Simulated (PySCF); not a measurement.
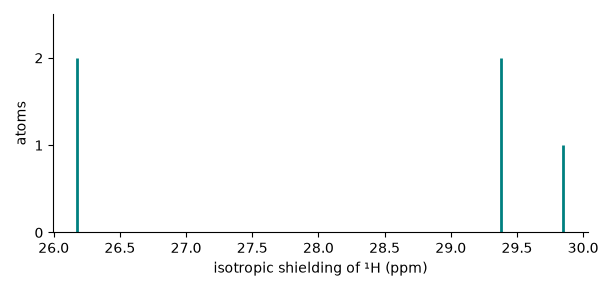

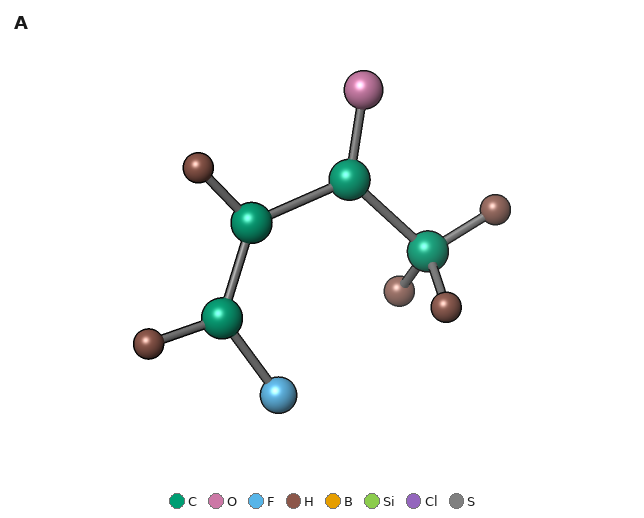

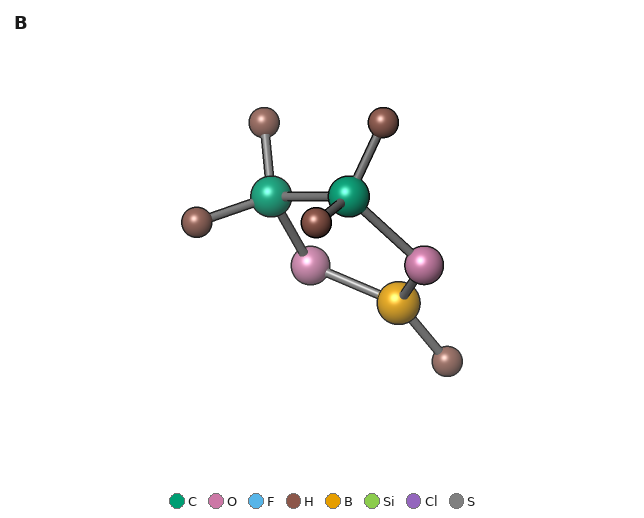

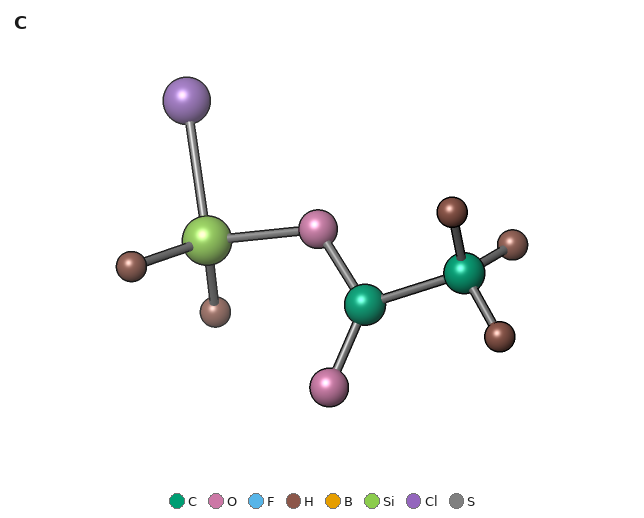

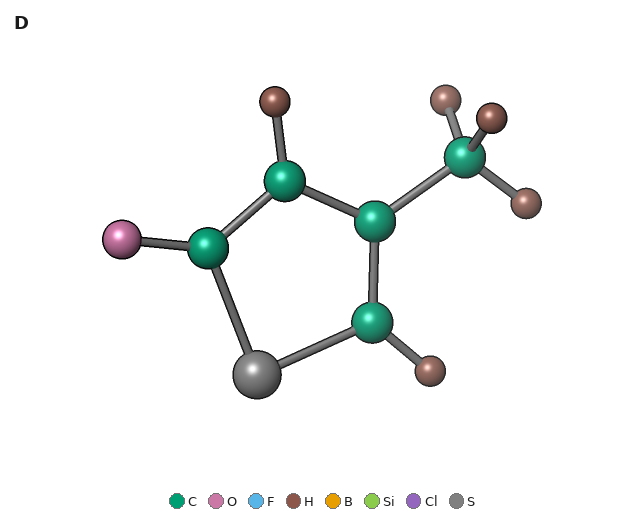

The sticks are computed shieldings of one of the molecules, for one fixed geometry (GFN2-xTB) without averaging over rotations. Low shielding means a high chemical shift. Method: GIAO PBE0/pcSseg-1 NMR shielding, non-relativistic, gas phase (PySCF 2.14.0).

Match the spectrum to a structure.

C, `CC(=O)O[SiH2]Cl`. Its 5 H atoms give lines at 26.18 (2 atoms), 29.38 (2 atoms), 29.85 ppm.

The geometry is semi-empirical. Around B, Si such bond lengths and angles can be off by a tenth of an ångström or more and by several degrees, and values that hang on the shape move with them.
